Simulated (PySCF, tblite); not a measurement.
**C5H14OSSi2: geometry, infrared bands and NMR shifts**

Wanted: the infrared bands and NMR shifts of C5H14OSSi2 (`O[Si@H](CC1CCC1)[SiH2]S`), by calculation.

The runs use tblite 0.8.0 and PySCF 2.14.0, with density-fitted response routines of our own; the level of theory stands in each step. All values are computed, except where a source is named. Atoms count from 0, in the outputs and in this text.

## (1) The molecule as given

23 atoms, charge 0, multiplicity 1; geometry from: force field or distance geometry start.

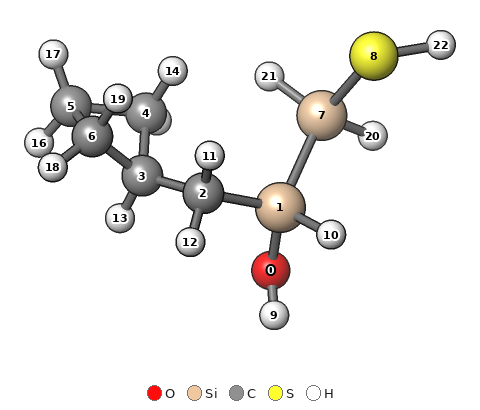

As it starts; oxygen red, silicon light orange, carbon grey, sulfur yellow, hydrogen white, atoms numbered; sticks join atoms by distance.

## (2) Optimising the geometry with GFN2-xTB

Job settings and geometry (Å):

```
{"job": {"kind": "relax", "xc": "GFN2-xTB", "basis": "xTB"}, "charge": 0, "multiplicity": 1}
O      1.679500    -2.319000    -0.692700
Si     1.618100    -0.939300     0.340100
C     -0.020500    -0.743200     1.166100
C     -1.183500    -0.631000     0.216400
C     -1.168700     0.513800    -0.763200
C     -2.691200     0.507400    -0.550900
C     -2.332500     0.102900     0.879100
Si     2.314400     0.869200    -0.725800
S      3.066600     2.314300     0.689800
H      1.802200    -3.136900    -0.116100
H      2.585400    -1.248500     1.439600
H     -0.056400     0.093900     1.905900
H     -0.215700    -1.680300     1.770000
H     -1.473700    -1.578800    -0.286400
H     -0.787600     1.461100    -0.299400
H     -0.843500     0.287600    -1.772300
H     -3.189300    -0.340100    -1.040100
H     -3.160100     1.486000    -0.644500
H     -3.086400    -0.549200     1.367700
H     -1.975600     0.974400     1.474300
H      3.455200     0.491300    -1.588200
H      1.259800     1.440500    -1.556500
H      4.398600     2.650800     0.343100
```

Started as:

```console
$ OMP_NUM_THREADS=1 python probes_run.py task.json out
```

The driver reads the jobs from task.json and runs them one after another.

Output:

```text
step      E/eV     max force
  0    -778.80129    2.683
  1    -779.26050    1.159
  2    -779.46646    0.975
  3    -779.57100    1.030
  4    -779.70789    0.719
  5    -779.76427    0.552
  6    -779.82855    0.462
  7    -779.87391    0.490
  8    -779.91030    0.396
  9    -779.93518    0.315
 10    -779.95768    0.399
 11    -779.98052    0.352
 12    -780.00066    0.342
 13    -780.01230    0.227
 14    -780.01972    0.185
 15    -780.02667    0.203
 16    -780.03485    0.219
 17    -780.04477    0.205
 18    -780.05603    0.257
 19    -780.06733    0.228
 20    -780.07690    0.207
 21    -780.08395    0.160
 22    -780.08981    0.168
 23    -780.09644    0.201
 24    -780.10487    0.212
 25    -780.11362    0.249
 26    -780.12100    0.199
 27    -780.12675    0.224
 28    -780.13205    0.206
 29    -780.13862    0.205
 30    -780.14524    0.197
 31    -780.15110    0.176
 32    -780.15651    0.162
 33    -780.16196    0.193
 34    -780.16672    0.171
 35    -780.17017    0.127
 36    -780.17244    0.100
 37    -780.17436    0.114
 38    -780.17663    0.140
 39    -780.17896    0.112
 40    -780.18089    0.115
 41    -780.18248    0.108
 42    -780.18413    0.152
 43    -780.18615    0.138
 44    -780.18809    0.110
 45    -780.18976    0.097
 46    -780.19113    0.080
 47    -780.19241    0.095
 48    -780.19368    0.075
 49    -780.19479    0.075
 50    -780.19574    0.056
 51    -780.19662    0.075
 52    -780.19755    0.092
 53    -780.19849    0.082
 54    -780.19927    0.056
 55    -780.19990    0.050
 56    -780.20057    0.067
 57    -780.20140    0.078
 58    -780.20240    0.067
 59    -780.20355    0.091
 60    -780.20487    0.093
 61    -780.20638    0.088
 62    -780.20801    0.089
 63    -780.20942    0.073
 64    -780.21047    0.070
 65    -780.21130    0.085
 66    -780.21194    0.121
 67    -780.21307    0.066
 68    -780.21476    0.104
 69    -780.21591    0.067
 70    -780.21661    0.075
 71    -780.21730    0.064
 72    -780.21827    0.058
 73    -780.21915    0.069
 74    -780.21985    0.065
 75    -780.22049    0.055
 76    -780.22110    0.050
 77    -780.22165    0.063
 78    -780.22219    0.068
 79    -780.22266    0.043
 80    -780.22308    0.033
 81    -780.22344    0.050
 82    -780.22398    0.058
 83    -780.22446    0.046
 84    -780.22490    0.044
 85    -780.22524    0.046
 86    -780.22556    0.039
 87    -780.22588    0.038
 88    -780.22619    0.038
 89    -780.22645    0.039
 90    -780.22662    0.034
 91    -780.22682    0.033
 92    -780.22706    0.030
 93    -780.22738    0.034
 94    -780.22767    0.037
 95    -780.22792    0.032
 96    -780.22807    0.021
 97    -780.22819    0.024
 98    -780.22832    0.028
 99    -780.22849    0.028
100    -780.22866    0.027
101    -780.22880    0.026
102    -780.22891    0.027
103    -780.22904    0.025
104    -780.22924    0.030
105    -780.22951    0.037
106    -780.22981    0.045
107    -780.23004    0.040
108    -780.23022    0.031
109    -780.23045    0.033
110    -780.23080    0.046
111    -780.23132    0.074
112    -780.23201    0.089
113    -780.23285    0.075
114    -780.23368    0.052
115    -780.23429    0.061
116    -780.23489    0.067
117    -780.23542    0.057
118    -780.23590    0.057
119    -780.23657    0.056
120    -780.23739    0.078
121    -780.23831    0.084
122    -780.23908    0.051
123    -780.23952    0.048
124    -780.23979    0.053
125    -780.24010    0.044
126    -780.24061    0.043
127    -780.24093    0.044
128    -780.24120    0.030
129    -780.24137    0.032
130    -780.24161    0.037
131    -780.24191    0.047
132    -780.24226    0.054
133    -780.24259    0.045
134    -780.24289    0.045
135    -780.24322    0.045
136    -780.24370    0.058
137    -780.24422    0.052
138    -780.24461    0.047
139    -780.24487    0.043
140    -780.24512    0.047
141    -780.24535    0.038
142    -780.24567    0.028
143    -780.24587    0.025
144    -780.24607    0.022
145    -780.24621    0.025
146    -780.24636    0.028
147    -780.24655    0.032
148    -780.24676    0.032
149    -780.24695    0.030
150    -780.24714    0.026
151    -780.24735    0.028
152    -780.24761    0.030
153    -780.24788    0.034
154    -780.24816    0.036
155    -780.24843    0.047
156    -780.24866    0.043
157    -780.24883    0.025
158    -780.24896    0.017
159    -780.24906    0.026
160    -780.24917    0.034
161    -780.24926    0.031
162    -780.24935    0.024
163    -780.24943    0.025
164    -780.24955    0.025
165    -780.24966    0.028
166    -780.24973    0.019
167    -780.24977    0.012
168    -780.24981    0.017
169    -780.24985    0.018
170    -780.24992    0.019
171    -780.24998    0.014
172    -780.25002    0.010
173    -780.25004    0.013
174    -780.25007    0.014
175    -780.25011    0.013
176    -780.25014    0.011
177    -780.25016    0.011
178    -780.25019    0.012
179    -780.25020    0.009
```

It took 3.9 s on 1 thread of Arm Neoverse N1, shared host; peak memory 0.18 GiB.

Relaxation path: (not every step is listed)

```tsv
step	energy from step 0 (eV)	largest force (eV/Å)
0	0.0000	2.6826
1	-0.4592	1.1593
2	-0.6652	0.9752
3	-0.7697	1.0303
4	-0.9066	0.7186
5	-0.9630	0.5518
6	-1.0273	0.4623
7	-1.0726	0.4902
8	-1.1090	0.3964
24	-1.3036	0.2117
40	-1.3796	0.1155
56	-1.3993	0.0667
72	-1.4170	0.0576
88	-1.4249	0.0376
104	-1.4280	0.0302
120	-1.4361	0.0779
136	-1.4424	0.0580
152	-1.4463	0.0304
168	-1.4485	0.0166
174	-1.4488	0.0136
175	-1.4488	0.0127
176	-1.4488	0.0114
177	-1.4489	0.0110
178	-1.4489	0.0121
179	-1.4489	0.0090
```

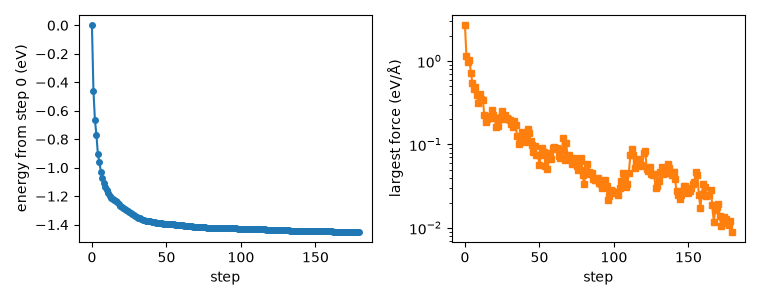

Energy and largest force along the relaxation.

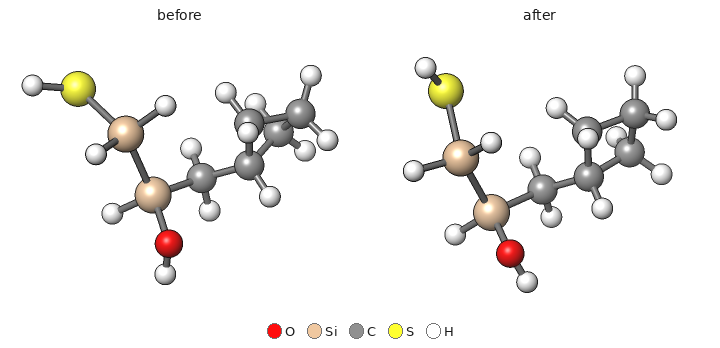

Before and after, at one scale.

Distances of close pairs at the start and the end, largest changes first:

```tsv
bond	before (Å)	after (Å)	change (Å)
S8–H22	1.417	1.321	-0.096
O0–Si1	1.725	1.632	-0.092
Si1–Si7	2.212	2.294	+0.083
Si1–C2	1.845	1.911	+0.065
O0–H9	1.008	0.954	-0.054
C2–H12	1.132	1.094	-0.038
C4–H14	1.121	1.089	-0.033
C3–C4	1.507	1.539	+0.032
```

The end geometry stands in the next job.

## (3) Harmonic vibrations with GFN2-xTB

Job settings and geometry (Å):

```
{"job": {"kind": "ir", "xc": "GFN2-xTB", "basis": "xTB"}, "charge": 0, "multiplicity": 1}
O      1.691835    -2.280391    -0.565334
Si     1.732351    -1.092257     0.553313
C      0.010309    -0.748604     1.306593
C     -1.095523    -0.621054     0.271585
C     -1.066753     0.617254    -0.641502
C     -2.556535     0.851600    -0.348789
C     -2.481544    -0.181810     0.784395
Si     2.617285     0.563851    -0.765139
S      2.421773     2.433983     0.314003
H      1.328610    -3.142929    -0.381690
H      2.587008    -1.518540     1.676705
H      0.051058     0.169324     1.895434
H     -0.257850    -1.547903     2.003769
H     -1.163722    -1.543652    -0.310707
H     -0.435319     1.409721    -0.243775
H     -0.804184     0.440960    -1.682763
H     -3.203787     0.536085    -1.165066
H     -2.831399     1.861925    -0.053884
H     -3.257640    -0.945213     0.793271
H     -2.428633     0.278774     1.769508
H      4.057819     0.461281    -1.028562
H      2.004532     0.843432    -2.068218
H      3.075557     3.181145    -0.557192
```

Output:

```text
mode    cm-1     km/mol
  1      29.9      0.19
  2      37.8      2.96
  3      70.1      1.17
  4      79.6      1.51
  5      92.3      0.75
  6     112.4      0.40
  7     141.7     23.54
  8     157.3      6.78
  9     178.8      7.48
 10     242.7      3.57
 11     311.4     44.44
 12     345.8    101.40
 13     394.2     21.39
 14     417.7      3.46
 15     445.5     31.11
 16     524.7     30.11
 17     585.0     28.07
 18     617.0    256.84
 19     647.7    231.63
 20     665.5     19.56
 21     694.0     58.70
 22     713.2    198.75
 23     744.6     49.88
 24     763.7     19.31
 25     803.3    226.30
 26     815.7     64.40
 27     818.8    115.91
 28     829.3     44.72
 29     883.8    193.44
 30     923.2      4.79
 31     994.3      0.52
 32    1028.0     16.02
 33    1037.4      2.51
 34    1041.7      1.05
 35    1080.6      4.36
 36    1154.7      6.93
 37    1179.5      3.38
 38    1187.0      0.39
 39    1215.3      4.92
 40    1236.8      0.04
 41    1247.8      2.50
 42    1255.9      0.40
 43    1262.0      0.44
 44    1279.9      1.88
 45    1345.5     14.55
 46    1472.1      0.59
 47    1476.3      0.18
 48    1484.5      2.95
 49    1495.9      0.58
 50    2141.9    232.90
 51    2198.3    456.35
 52    2227.2    137.17
 53    2492.5     94.61
 54    2938.8     22.42
 55    2945.4     65.56
 56    2982.6     18.09
 57    2991.2     12.69
 58    2998.7     32.60
 59    3007.5     12.53
 60    3011.0     66.12
 61    3016.5     83.61
 62    3018.5     88.52
 63    3650.2      1.54
```

Run time: 2.5 s. Hardware: 1 thread of Arm Neoverse N1, shared host; peak memory 0.18 GiB.

The strongest bands and the atoms that carry them (share of the mass-weighted mode):

```tsv
cm⁻¹	km/mol	atoms
617	256.8	H10 64 %
648	231.6	H10 36 %
713	198.8	H20 26 %, H21 25 %, H22 19 %
803	226.3	H9 31 %, H17 10 %
884	193.4	O0 44 %, Si1 39 %
2142	232.9	H10 95 %
2198	456.4	H20 63 %, H21 31 %
2227	137.2	H21 65 %, H20 33 %
```

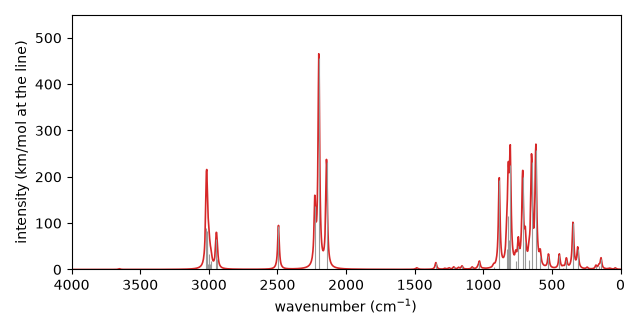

The infrared spectrum from these modes, unscaled. Lines are broadened to a width of 14 cm⁻¹ (Lorentzian).

## (4) Nuclear shieldings: PBE0/pcSseg-1

Settings changed since step 3:

```diff
@@ -1,2 +1,2 @@
-{"job": {"kind": "ir", "xc": "GFN2-xTB", "basis": "xTB"}, "charge": 0, "multiplicity": 1}
+{"job": {"kind": "nmr", "xc": "PBE0", "basis": "pcSseg-1"}, "charge": 0, "multiplicity": 1}
 O      1.691835    -2.280391    -0.565334
```

Method: GIAO PBE0/pcSseg-1 NMR shielding, non-relativistic, gas phase.

Output:

```text
coarse grid: 20072 points
cycle   1  E = -1250.4250791462  dE =  9.471e-01  |g| = 8.047e-01  |ddm| = 4.334e+00
cycle   2  E = -1250.2934614273  dE =  1.316e-01  |g| = 1.162e+00  |ddm| = 1.873e+00
cycle   3  E = -1250.5560048647  dE = -2.625e-01  |g| = 1.100e-01  |ddm| = 1.298e+00
cycle   4  E = -1250.5581885407  dE = -2.184e-03  |g| = 4.739e-02  |ddm| = 1.542e-01
cycle   5  E = -1250.5587197316  dE = -5.312e-04  |g| = 8.001e-03  |ddm| = 5.634e-02
cycle   6  E = -1250.5587335704  dE = -1.384e-05  |g| = 3.200e-03  |ddm| = 1.265e-02
cycle   7  E = -1250.5587359272  dE = -2.357e-06  |g| = 5.397e-04  |ddm| = 3.437e-03
final grid: 178056 points
cycle   8  E = -1250.6246138535  dE = -5.390e-05  |g| = 1.045e-02  |ddm| = 4.214e-02
cycle   9  E = -1250.6245949699  dE =  1.888e-05  |g| = 1.396e-02  |ddm| = 2.286e-02
cycle  10  E = -1250.6246394104  dE = -4.444e-05  |g| = 1.155e-03  |ddm| = 1.329e-02
cycle  11  E = -1250.6246396536  dE = -2.432e-07  |g| = 2.974e-04  |ddm| = 1.365e-03
cycle  12  E = -1250.6246396704  dE = -1.683e-08  |g| = 8.332e-05  |ddm| = 3.476e-04
cycle  13  E = -1250.6246396718  dE = -1.367e-09  |g| = 2.508e-05  |ddm| = 1.054e-04
cycle  14  E = -1250.6246396719  dE = -1.517e-10  |g| = 3.298e-06  |ddm| = 2.624e-05
converged SCF energy = -1250.6246396719

GIAO shielding tensors (ppm)
atom      isotropic    diamagn.    paramagn.     s11        s22        s33       span
  0 O      322.802     388.020     -65.218    274.146    332.710    361.549     87.403
  1 Si     353.914     878.502    -524.588    293.904    347.277    420.561    126.658
  2 C      154.901     253.948     -99.046    137.397    150.326    176.981     39.584
  3 C      156.280     249.518     -93.237    139.730    159.804    169.307     29.576
  4 C      158.245     248.446     -90.201    144.413    149.958    180.363     35.951
  5 C      170.570     252.121     -81.552    160.491    168.600    182.619     22.128
  6 C      154.595     252.382     -97.787    137.940    145.163    180.682     42.742
  7 Si     414.822     879.348    -464.526    377.345    415.731    451.390     74.044
  8 S      795.613    1058.153    -262.541    670.707    723.739    992.392    321.684
  9 H       31.086      31.246      -0.160     22.622     25.380     45.256     22.634
 10 H       26.073      27.863      -1.789     23.128     24.209     30.884      7.756
 11 H       31.089      33.388      -2.299     29.410     29.720     34.137      4.727
 12 H       30.299      31.761      -1.462     25.855     28.567     36.476     10.620
 13 H       29.268      34.527      -5.259     25.302     30.288     32.213      6.911
 14 H       29.497      33.205      -3.708     24.604     28.356     35.531     10.927
 15 H       29.409      33.045      -3.636     25.188     28.895     34.145      8.957
 16 H       29.737      30.528      -0.791     26.425     26.984     35.802      9.377
 17 H       29.812      29.960      -0.149     25.925     26.881     36.629     10.704
 18 H       29.412      30.678      -1.266     25.883     26.598     35.754      9.871
 19 H       30.005      31.713      -1.708     27.003     28.886     34.125      7.121
 20 H       26.795      28.121      -1.326     22.152     25.420     32.813     10.660
 21 H       26.845      30.704      -3.859     24.346     24.629     31.560      7.214
 22 H       31.925      29.369       2.556     23.099     27.550     45.125     22.026
```

Wall time 1.9 min (1 thread of Arm Neoverse N1, shared host); peak memory 1.2 GiB.

The references, computed at this level on geometries of the same kind, shield at (ppm): ¹H TMS 31.72, ¹³C TMS 186.9, ²⁹Si TMS 349.2, ¹⁷O H2O 336.1, ³³S CS2 504. Their shielding less the atom's gives the shift. The references are single molecules in the gas phase, so shifts against H2O, NH3, PH3, H3PO4 or CFCl3 are not on the usual liquid scales and can be off by tens of ppm.

```tsv
atoms	environment	σ (ppm)	δ (ppm)	δ scaled to CDCl3
C6	sp3 CH2 in a ring	154.6	32.3	29.6
C2	sp3 CH2 bonded to Si	154.9	32.0	29.3
C3	sp3 CH in a ring	156.3	30.6	28.0
C4	sp3 CH2 in a ring	158.2	28.7	26.1
C5	sp3 CH2 in a ring	170.6	16.4	14.0
H10	hydrogen on a silicon bonded to C, O, Si	26.07	5.64	–
H20	hydrogen on a silicon bonded to S, Si	26.79	4.92	–
H21	hydrogen on a silicon bonded to S, Si	26.85	4.87	–
H13	hydrogen on an sp3 CH in a ring	29.27	2.45	2.41
H15	hydrogen on an sp3 CH2 in a ring	29.41	2.31	2.28
H18	hydrogen on an sp3 CH2 in a ring	29.41	2.31	2.28
H14	hydrogen on an sp3 CH2 in a ring	29.50	2.22	2.20
H16	hydrogen on an sp3 CH2 in a ring	29.74	1.98	1.97
H17	hydrogen on an sp3 CH2 in a ring	29.81	1.91	1.90
H19	hydrogen on an sp3 CH2 in a ring	30.00	1.71	1.72
H12	hydrogen on an sp3 CH2 bonded to Si	30.30	1.42	1.44
H9	hydrogen on an oxygen bonded to Si	31.09	0.63	–
H11	hydrogen on an sp3 CH2 bonded to Si	31.09	0.63	0.70
H22	hydrogen on a sulfur bonded to Si	31.92	-0.21	–
O0	oxygen bonded to Si, H	322.8	13.3	–
Si1	silicon bonded to C, O, Si, H	353.9	-4.8	–
Si7	silicon bonded to S, Si, 2 H	414.8	-65.7	–
S8	sulfur bonded to Si, H	796	-292	–
```

The scaled column applies a straight-line fit of computed shieldings to shifts measured in CDCl3, with any fitted terms for Cl, Br or S neighbours (root-mean-square error 0.16 ppm for H, 1.9 ppm for C).

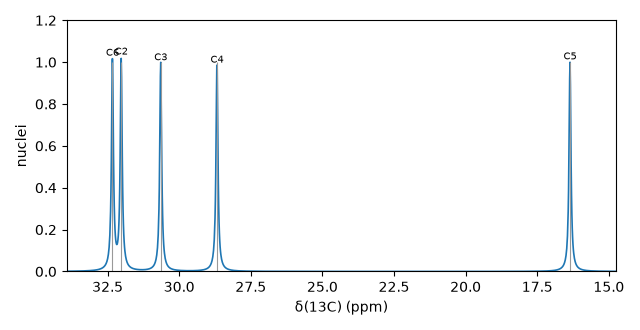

¹³C lines at the computed shifts, without couplings. Lines are broadened to a width of 0.08 ppm (Lorentzian).

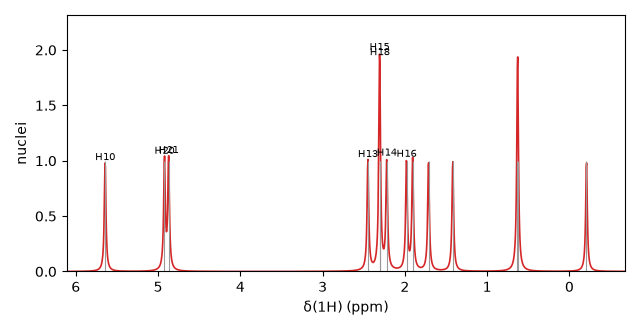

¹H lines at the computed shifts, without couplings. Lines are broadened to a width of 0.02 ppm (Lorentzian).

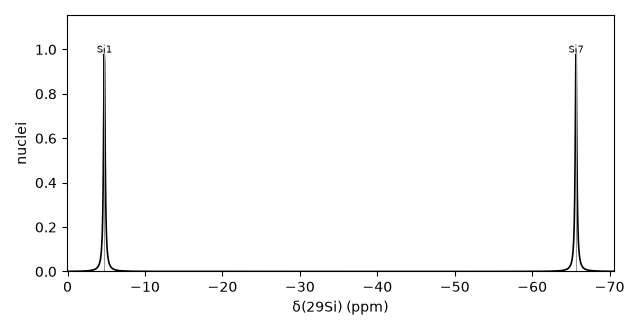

²⁹Si lines at the computed shifts, without couplings. Lines are broadened to a width of 0.24 ppm (Lorentzian).

The run also stored atomic charges by several schemes (e):

```tsv
atoms	Mulliken	IAO	Hirshfeld	ESP fit
O0	-0.57	-0.79	-0.31	-0.73
Si1	0.81	0.89	0.34	0.84
C2	-0.48	-0.55	-0.16	-0.77
C3	-0.37	-0.10	-0.03	0.50
C4	-0.19	-0.27	-0.08	-0.21
C5	-0.21	-0.26	-0.07	-0.06
C6	-0.12	-0.27	-0.07	-0.18
Si7	0.17	0.37	0.22	0.02
S8	-0.41	-0.35	-0.16	-0.46
```

IAO charges:

O0 -0.79; Si1 0.89; C2 -0.55; C3 -0.10; C4 -0.27; C5 -0.26; C6 -0.27; Si7 0.37; S8 -0.35; H9 0.36; H10 -0.14; H11 0.15; H12 0.14; H13 0.12; H14 0.13; H15 0.13; H16 0.13; H17 0.13; H18 0.13; H19 0.13; H20 -0.10; H21 -0.10; H22 0.10

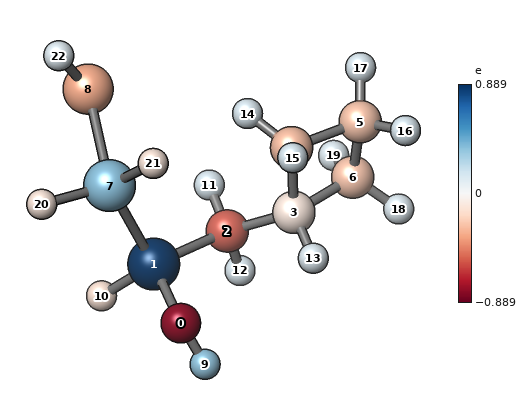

IAO charges, as colours on the atoms.

Mayer bond orders: O0–Si1 1.00, Si1–C2 0.89, C2–C3 1.00, C3–C4 1.00, C4–C5 1.06, C5–C6 1.05, Si1–Si7 0.89, Si7–S8 0.97, C6–C3 1.01.

Ring of atoms C3, C4, C5, C6: NICS(0) 0.2, NICS(1) -0.2, NICS(1)zz 4.8 ppm (means of both faces).

## (5) Outcome

| quantity | value |
| --- | --- |
| strongest single infrared mode (GFN2-xTB) | 2198 cm⁻¹, 456 km/mol |
| zero-point energy (GFN2-xTB) | 110.3 kcal/mol |
| ¹³C shifts against TMS (PBE0/pcSseg-1) | 32.3, 32.0, 30.6, 28.7, 16.4 ppm |
| ¹H shifts against TMS (PBE0/pcSseg-1) | 5.64, 4.92, 4.87, 2.45, 2.31, 2.31, 2.22, 1.98, 1.91, 1.71, 1.42, 0.63, 0.63, -0.21 ppm |
| ¹⁷O shifts against H2O (PBE0/pcSseg-1) | 13.3 ppm |
| ²⁹Si shifts against TMS (PBE0/pcSseg-1) | -4.8, -65.7 ppm |
| ³³S shifts against CS2 (PBE0/pcSseg-1) | -292 ppm |

Relaxing lowered the energy by 1.449 eV in 179 steps; the close pair that moved most is S8–H22, from 1.417 to 1.321 Å. No mode is imaginary among the 63: a minimum at this level. The strongest single mode, at 2198 cm⁻¹, moves mainly H20. Unscaled tight-binding wavenumbers are off by several per cent, some by more. Its intensities can rank the bands wrongly. At PBE0/pcSseg-1: Shielding is most anisotropic at S8 (span 322 ppm, paramagnetic term -263 ppm).
